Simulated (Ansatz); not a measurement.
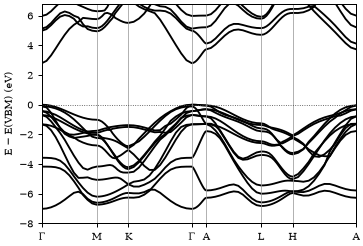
Figure: Band structure from r²SCAN in the plane-wave PAW code Ansatz

Question: Read off the gap and where the band edges lie.

Answer: About 2.8 eV (2.80 eV by a search for the band edges); maximum at Γ, minimum at Γ.

Question: Which compound is it?
(A) Ga2O3, La2O3 or Ni2Al3 type
(B) AlGa3N4, P3m1 (Pearson symbol hP8)
(C) Al3GaN4, P3m1 (Pearson symbol hP8)
(D) AlGaN2, P3m1 (Pearson symbol hP8)

Answer: B, AlGa3N4, P3m1 (Pearson symbol hP8)

The start of the workflow was typed in or built on a structure type; neither database checked (COD, Materials Project) lists it. Whether it is the stable phase at ambient conditions was not checked. The cell was relaxed with r²SCAN under the symmetry of its start; whether a distortion lowers the energy is not shown. Spin–orbit coupling is left out wherever it is not named.

Potentials: the earlier of the program's two PAW sets.
